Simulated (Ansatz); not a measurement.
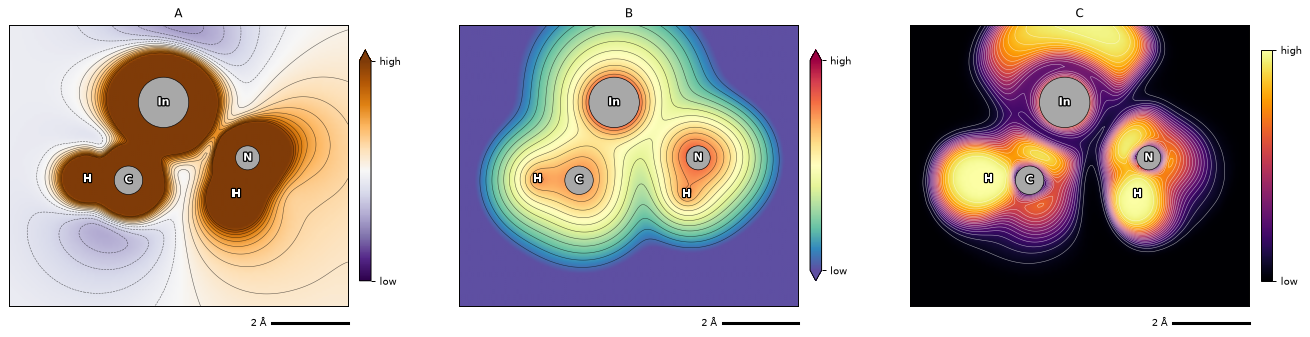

CH3In···NH3: 3 fields on the plane of atoms In1, C4 and H9, with unlabelled colour scales. Grey discs cover the atomic cores.

The product side of a reaction path; geometry: PBE0-D4/def2-TZVP; core potentials replace the inner electrons of In.

Computed with Ansatz 0.2.0, RKS PBE0-D4/def2-TZVPP.

> Which field does each panel show? The fields are: electron density, electron localisation function and electrostatic potential.

Panel A: electrostatic potential (strongly positive close to the atoms, with negative regions outside electron-rich atoms). Panel B: electron density. Panel C: electron localisation function. From the grid: In1···N2 (2.67 Å): the density falls to about 0.2 e/Å³ on the way; the ELF dips to about 0.10 between them. C–In (2.26 Å): the density is about 0.56 e/Å³ at the midpoint; the ELF peaks at about 0.90 in the valence shell of C, 0.7 Å from its nucleus, and drops to about 0.20 between the two atoms.
